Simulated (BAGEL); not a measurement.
# A workflow on Si2H4F2 (SMILES F[SiH](F)[SiH3])

Aim: a single-point energy (HF/def2-SVP), then the energy (NEVPT2(2,2)/def2-SVP), then a single-point energy (CASPT2(2,2)/def2-SVP) of Si2H4F2. 

Program for the calculation: BAGEL 1.2.2.

2 further runs of the same task are left out: 2 set aside as unsound or not needed.

## 1. The molecule

Si2H4F2: 8 atoms, total charge 0, spin state singlet. As SMILES, `F[SiH](F)[SiH3]`. The Si2–Si4 distance was set to 3.747 Å, away from the relaxed value. At this shape a bond of the SMILES string is far longer than usual.

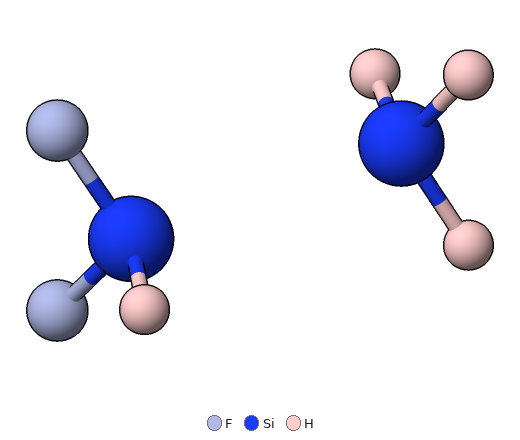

The structure, seen from a chosen angle (fluorine light blue, silicon blue, hydrogen pink).

## 2. A single-point energy at HF/def2-SVP (density fitting with svp-jkfit) (run 1)

The input, hf.json:

```json
{ "bagel": [

{
  "title": "molecule",
  "basis": "svp",
  "df_basis": "svp-jkfit",
  "angstrom": "false",
  "geometry": [
    { "atom": "F", "xyz": [     4.25955040,    -2.76347123,     4.01760876 ] },
    { "atom": "Si", "xyz": [     4.42943678,    -1.39171904,     1.34270143 ] },
    { "atom": "F", "xyz": [     5.48182526,    -3.41750545,    -0.62072401 ] },
    { "atom": "Si", "xyz": [    -2.03183353,     0.70448990,    -0.65554599 ] },
    { "atom": "H", "xyz": [     6.35544564,     0.62896510,     1.56531117 ] },
    { "atom": "H", "xyz": [    -3.01449111,     2.55547664,     1.21490493 ] },
    { "atom": "H", "xyz": [    -1.85797873,     1.93753620,    -3.17341708 ] },
    { "atom": "H", "xyz": [    -3.75620862,    -1.50573378,    -0.79878723 ] }
  ]
},

{ "title": "hf" },

{ "title": "print", "file": "orbitals.molden", "orbitals": "true" }

]}
```

Command:

```
$ BAGEL_NUM_THREADS=1 BAGEL hf.json > hf.out
```

Log:

```text
* using 1 threads per process

  ===============================================================
  ===============================================================

  *** Geometry ***

  { "atom" : "F", "xyz" : [      4.259550,     -2.763471,      4.017609 ] },
  { "atom" : "Si", "xyz" : [      4.429437,     -1.391719,      1.342701 ] },
  { "atom" : "F", "xyz" : [      5.481825,     -3.417505,     -0.620724 ] },
  { "atom" : "Si", "xyz" : [     -2.031834,      0.704490,     -0.655546 ] },
  { "atom" : "H", "xyz" : [      6.355446,      0.628965,      1.565311 ] },
  { "atom" : "H", "xyz" : [     -3.014491,      2.555477,      1.214905 ] },
  { "atom" : "H", "xyz" : [     -1.857979,      1.937536,     -3.173417 ] },
  { "atom" : "H", "xyz" : [     -3.756209,     -1.505734,     -0.798787 ] },

  Number of auxiliary basis functions:      482

  Since a DF basis is specified, we compute 2- and 3-index integrals:
    o Being stored without compression. Storage requirement is 0.027 GB

  Number of basis functions:       84
  Number of electrons      :       50

    * METHOD: MOLECULE                             0.21

  *** RHF ***

  === Nuclear Repulsion ===
   194.3805337150

      * DIIS with orbital gradients will be used.

  === RHF iteration (svp) ===
      0       -778.49205349          0.01929939           0.07
      1       -778.63673103          0.01256526           0.06
      2       -778.71776174          0.00112860           0.06
      3       -778.71943048          0.00016711           0.06
      4       -778.71947756          0.00004115           0.06
      5       -778.71948068          0.00000884           0.06
      6       -778.71948079          0.00000273           0.07
      7       -778.71948080          0.00000087           0.07
      8       -778.71948080          0.00000033           0.06
      9       -778.71948080          0.00000007           0.06
     10       -778.71948080          0.00000002           0.06
     11       -778.71948080          0.00000001           0.07
    * SCF iteration converged.

    * Permanent dipole moment:
           (    0.542400,    -0.772952,     0.251815) a.u.

    * METHOD: HF                                   0.93

    * METHOD: PRINT                                0.02

  ===============================================================
```

Run time: 1.3 s. Hardware: 1 thread of Arm Neoverse V1, shared host; peak memory 0.14 GiB.

## 3. A single-point energy at NEVPT2(2,2)/def2-SVP (density fitting with svp-jkfit) (run 2)

The input, nevpt2.json:

```json
{ "bagel": [

{
  "title": "molecule",
  "basis": "svp",
  "df_basis": "svp-jkfit",
  "angstrom": false,
  "geometry": [
    { "atom": "F", "xyz": [     4.25955040,    -2.76347123,     4.01760876 ] },
    { "atom": "Si", "xyz": [     4.42943678,    -1.39171904,     1.34270143 ] },
    { "atom": "F", "xyz": [     5.48182526,    -3.41750545,    -0.62072401 ] },
    { "atom": "Si", "xyz": [    -2.03183353,     0.70448990,    -0.65554599 ] },
    { "atom": "H", "xyz": [     6.35544564,     0.62896510,     1.56531117 ] },
    { "atom": "H", "xyz": [    -3.01449111,     2.55547664,     1.21490493 ] },
    { "atom": "H", "xyz": [    -1.85797873,     1.93753620,    -3.17341708 ] },
    { "atom": "H", "xyz": [    -3.75620862,    -1.50573378,    -0.79878723 ] }
  ]
},

{ "title": "hf" },

{ "title": "casscf", "nstate": 1, "nact": 2, "nclosed": 24, "active": [25, 26], "maxiter": 200, "natocc": true },

{ "title": "nevpt2", "nstate": 1, "nact": 2, "nclosed": 24, "active": [25, 26], "maxiter": 200, "natocc": true, "ncore": 12 },

{ "title": "print", "file": "orbitals.molden", "orbitals": true }

]}
```

Command:

```
$ BAGEL_NUM_THREADS=1 BAGEL nevpt2.json > nevpt2.out
```

Log:

```text
* using 1 threads per process

  ===============================================================
  ===============================================================

  *** Geometry ***

  { "atom" : "F", "xyz" : [      4.259550,     -2.763471,      4.017609 ] },
  { "atom" : "Si", "xyz" : [      4.429437,     -1.391719,      1.342701 ] },
  { "atom" : "F", "xyz" : [      5.481825,     -3.417505,     -0.620724 ] },
  { "atom" : "Si", "xyz" : [     -2.031834,      0.704490,     -0.655546 ] },
  { "atom" : "H", "xyz" : [      6.355446,      0.628965,      1.565311 ] },
  { "atom" : "H", "xyz" : [     -3.014491,      2.555477,      1.214905 ] },
  { "atom" : "H", "xyz" : [     -1.857979,      1.937536,     -3.173417 ] },
  { "atom" : "H", "xyz" : [     -3.756209,     -1.505734,     -0.798787 ] },

  Number of auxiliary basis functions:      482

  Since a DF basis is specified, we compute 2- and 3-index integrals:
    o Being stored without compression. Storage requirement is 0.027 GB

  Number of basis functions:       84
  Number of electrons      :       50

    * METHOD: MOLECULE                             0.22

  *** RHF ***

  === Nuclear Repulsion ===
   194.3805337150

      * DIIS with orbital gradients will be used.

  === RHF iteration (svp) ===
      0       -778.49205349          0.01929939           0.07
      1       -778.63673103          0.01256526           0.06
      2       -778.71776174          0.00112860           0.06
      3       -778.71943048          0.00016711           0.07
      4       -778.71947756          0.00004115           0.06
      5       -778.71948068          0.00000884           0.06
      6       -778.71948079          0.00000273           0.06
      7       -778.71948080          0.00000087           0.06
      8       -778.71948080          0.00000033           0.07
      9       -778.71948080          0.00000007           0.07
     10       -778.71948080          0.00000002           0.07
     11       -778.71948080          0.00000001           0.07
    * SCF iteration converged.

    * Permanent dipole moment:
           (    0.542400,    -0.772952,     0.251815) a.u.

    * METHOD: HF                                   0.93

  ---------------------------
      CASSCF calculation
  ---------------------------

    ==== Active orbitals : =====
         Orbital 25
         Orbital 26
    ============================

    * nstate   :      1
    * nclosed  :     24
    * nact     :      2
    * nvirt    :     58
  === CASSCF iteration (svp) ===

    * Using the second-order algorithm

      0  0      -778.75118063     2.65e-03      0.02

      1  0      -778.76314761     4.08e-04      0.32

      2  0      -778.76335269     7.25e-05      0.31

      3  0      -778.76335628     1.14e-05      0.32

      4  0      -778.76335636     1.96e-06      0.31

      5  0      -778.76335636     3.84e-07      0.32

      6  0      -778.76335636     8.08e-08      0.29

      7  0      -778.76335636     1.74e-08      0.28

      8  0      -778.76335636     3.77e-09      0.25

    * Second-order optimization converged. *

     guess   0:   closed 1.                   open ..

  === FCI iteration ===

      0  0      -778.71570056     5.90e-02      0.00
      1  0      -778.76323727     2.89e-03      0.00
      2  0 *    -778.76335636     4.73e-16      0.00

     * ci vector, state   0, <S^2> = 0.0000
       2.     0.9271698217
       .2    -0.3746413241

    * METHOD: CASSCF                               2.57

    * freezing 12 orbitals

  === DF-NEVPT2 calculation ===

    * 3-index integral transformation done
    * assembly done

      NEVPT2 correlation energy:   -0.5450873376      0.17

          (+0)     -0.4942792896
          (+0)'    -0.0070709168
          (+1)     -0.0157799964
          (+1)'    -0.0000000000
          (+2)     -0.0003292895
          (-1)     -0.0261487406
          (-1)'     0.0000000000
          (-2)     -0.0014791048

      NEVPT2 total energy:       -779.3084436988

    * METHOD: NEVPT2                               0.29

    * METHOD: PRINT                                0.02

  ===============================================================
```

Wall time 4.2 s (1 thread of Arm Neoverse V1, shared host); peak memory 0.14 GiB.

## 4. A single-point energy at CASPT2(2,2)/def2-SVP (density fitting with svp-jkfit) (run 3)

The input, input.json:

```json
{ "bagel" : [

{
  "title" : "molecule",
  "basis" : "svp",
  "df_basis" : "svp-jkfit",
  "geometry" : [
    { "atom" : "F", "xyz" : [     4.25955040,    -2.76347123,     4.01760876 ] },
    { "atom" : "Si", "xyz" : [     4.42943678,    -1.39171904,     1.34270143 ] },
    { "atom" : "F", "xyz" : [     5.48182526,    -3.41750545,    -0.62072401 ] },
    { "atom" : "Si", "xyz" : [    -2.03183353,     0.70448990,    -0.65554599 ] },
    { "atom" : "H", "xyz" : [     6.35544564,     0.62896510,     1.56531117 ] },
    { "atom" : "H", "xyz" : [    -3.01449111,     2.55547664,     1.21490493 ] },
    { "atom" : "H", "xyz" : [    -1.85797873,     1.93753620,    -3.17341708 ] },
    { "atom" : "H", "xyz" : [    -3.75620862,    -1.50573378,    -0.79878723 ] }
  ]
},

{
  "title" : "hf"
},

{
  "title" : "casscf",
  "nstate" : 1,
  "nact" : 2,
  "nclosed" : 24,
  "nspin" : 0,
  "active" : [25, 26],
  "maxiter" : 200,
  "natocc" : true
},

{
  "title" : "print",
  "file" : "orbitals.molden",
  "orbitals" : true
},

{
  "title" : "smith",
  "method" : "caspt2",
  "ms" : true,
  "xms" : true,
  "sssr" : true,
  "shift" : 0.2,
  "shift_imag" : true,
  "ncore" : 12
}

]}
```

Command:

```
$ BAGEL_NUM_THREADS=1 BAGEL input.json > input.out
```

Log:

```text
* using 1 threads per process

  ===============================================================
  ===============================================================

  *** Geometry ***

  { "atom" : "F", "xyz" : [      4.259550,     -2.763471,      4.017609 ] },
  { "atom" : "Si", "xyz" : [      4.429437,     -1.391719,      1.342701 ] },
  { "atom" : "F", "xyz" : [      5.481825,     -3.417505,     -0.620724 ] },
  { "atom" : "Si", "xyz" : [     -2.031834,      0.704490,     -0.655546 ] },
  { "atom" : "H", "xyz" : [      6.355446,      0.628965,      1.565311 ] },
  { "atom" : "H", "xyz" : [     -3.014491,      2.555477,      1.214905 ] },
  { "atom" : "H", "xyz" : [     -1.857979,      1.937536,     -3.173417 ] },
  { "atom" : "H", "xyz" : [     -3.756209,     -1.505734,     -0.798787 ] },

  Number of auxiliary basis functions:      482

  Since a DF basis is specified, we compute 2- and 3-index integrals:
    o Being stored without compression. Storage requirement is 0.027 GB

  Number of basis functions:       84
  Number of electrons      :       50

    * METHOD: MOLECULE                             0.21

  *** RHF ***

  === Nuclear Repulsion ===
   194.3805337150

      * DIIS with orbital gradients will be used.

  === RHF iteration (svp) ===
      0       -778.49205349          0.01929939           0.07
      1       -778.63673103          0.01256526           0.07
      2       -778.71776174          0.00112860           0.07
      3       -778.71943048          0.00016711           0.07
      4       -778.71947756          0.00004115           0.06
      5       -778.71948068          0.00000884           0.06
      6       -778.71948079          0.00000273           0.06
      7       -778.71948080          0.00000087           0.06
      8       -778.71948080          0.00000033           0.06
      9       -778.71948080          0.00000007           0.06
     10       -778.71948080          0.00000002           0.06
     11       -778.71948080          0.00000001           0.06
    * SCF iteration converged.

    * Permanent dipole moment:
           (    0.542400,    -0.772952,     0.251815) a.u.

    * METHOD: HF                                   0.93

  ---------------------------
      CASSCF calculation
  ---------------------------

    ==== Active orbitals : =====
         Orbital 25
         Orbital 26
    ============================

    * nstate   :      1
    * nclosed  :     24
    * nact     :      2
    * nvirt    :     58
  === CASSCF iteration (svp) ===

    * Using the second-order algorithm

      0  0      -778.75118063     2.65e-03      0.02

      1  0      -778.76314761     4.08e-04      0.32

      2  0      -778.76335269     7.25e-05      0.30

      3  0      -778.76335628     1.14e-05      0.32

      4  0      -778.76335636     1.96e-06      0.31

      5  0      -778.76335636     3.84e-07      0.32

      6  0      -778.76335636     8.08e-08      0.29

      7  0      -778.76335636     1.74e-08      0.28

      8  0      -778.76335636     3.77e-09      0.25

    * Second-order optimization converged. *

     guess   0:   closed 1.                   open ..

  === FCI iteration ===

      0  0      -778.71570056     5.90e-02      0.00
      1  0      -778.76323727     2.89e-03      0.00
      2  0 *    -778.76335636     4.73e-16      0.00

     * ci vector, state   0, <S^2> = 0.0000
       2.     0.9271698217
       .2    -0.3746413241

    * METHOD: CASSCF                               2.55

    * METHOD: PRINT                                0.02

  === SMITH program ===

    * freezing 12 orbitals

    * Approximate memory requirement for SMITH calulation per MPI process:
      o Storage requirement for T-amplitude, lambda, and residual is 0.02 GB
      o Storage requirement for MO integrals is 0.01 GB
    * Calculating and saving rdm4f

    * Zeroth order energy : state  0       -0.4951332983

    * CASPT2 iteration is performed using orthogonal basis

      -------------------------------------------  CASPT2 iteration  ---------------------------------------------------
       #      aibj      arbs      arbi      airj      risj      airs      arst      rist         Etot      error   time
      ------------------------------------------------------------------------------------------------------------------

       0  -0.49326  -0.00202  -0.02755  -0.01697  -0.00048  -0.00674  -0.00000  -0.00000   -0.5470218  0.0005403   0.09
       1  -0.49330  -0.00203  -0.02758  -0.01701  -0.00049  -0.00679  -0.00000  -0.00000   -0.5472060  0.0000633   0.07
       2  -0.49330  -0.00203  -0.02758  -0.01701  -0.00049  -0.00679  -0.00000  -0.00000   -0.5472085  0.0000090   0.08
       3  -0.49330  -0.00203  -0.02758  -0.01701  -0.00049  -0.00679  -0.00000  -0.00000   -0.5472086  0.0000011   0.08
       4  -0.49330  -0.00203  -0.02758  -0.01701  -0.00049  -0.00679  -0.00000  -0.00000   -0.5472086  0.0000001   0.08

      ------------------------------------------------------------------------------------------------------------------

    * CASPT2 energy : state  0     -779.3127707576
        w/o shift correction       -779.3105649372
        reference weight              0.8693228724

    * METHOD: SMITH                                0.61

  ===============================================================
```

Wall time 4.5 s (1 thread of Arm Neoverse V1, shared host); peak memory 0.18 GiB.

## 5. Summary of results

| quantity | value |
| --- | --- |
| run 1, HF/def2-SVP: total energy | -778.71948 Eh |
| run 1, HF/def2-SVP: dipole moment | 2.48 D |
| run 1, HF/def2-SVP: HOMO energy | -8.30 eV |
| run 1, HF/def2-SVP: LUMO energy | -0.19 eV |
| run 1, HF/def2-SVP: HOMO–LUMO gap | 8.11 eV |
| run 2, NEVPT2(2,2)/def2-SVP: total energy | -779.30844 Eh |
| run 3, CASPT2(2,2)/def2-SVP: total energy | -779.31277 Eh |

**Reading.** One bond (run 1, HF/def2-SVP) is far stretched, which a spin-restricted single reference describes badly; a broken-symmetry solution may lie lower.
